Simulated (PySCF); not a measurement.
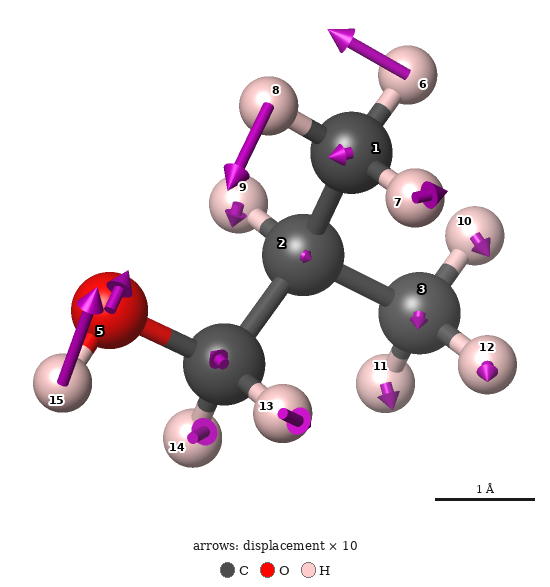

A relaxation of C$_{4}$H$_{10}$O. The starting structure is drawn; purple arrows show the displacements, 10 times their true length. The two geometries are superimposed by the best rigid fit.

Style: ball-and-stick. Shown at a tilt.

The start comes from MMFF94s.

Method: PBE0-D3(BJ)/def2-SVP geometry optimisation, gas phase in PySCF 2.14.0, density-fitted response routines. 

**Atoms of which element are displaced furthest, and by how much?**

Hydrogen: up to 0.12 Å, against 0.05 Å for oxygen.

**Describe the change and its energy.**

After 7 geometry steps the energy has fallen by 5.67 kJ/mol. The atom that moves furthest after the best rigid fit is an H atom (0.12 Å). By element the largest moves are H 0.12 Å, O 0.05 Å, C 0.03 Å. Some distances before and after: C–O 1.422 → 1.403 Å, H–O 0.972 → 0.961 Å, C–C 1.531 → 1.521 Å, C–H 1.095 → 1.104 Å. Among the angles between lasting bonds that change: O–C–H 108.0° → 111.4°, O–C–H 108.6° → 111.6°, C–C–H 111.2° → 108.7°. Cost: 53 s on 1 thread of Intel(R) Xeon(R) Platinum 8259CL CPU @ 2.50GHz (shared host).
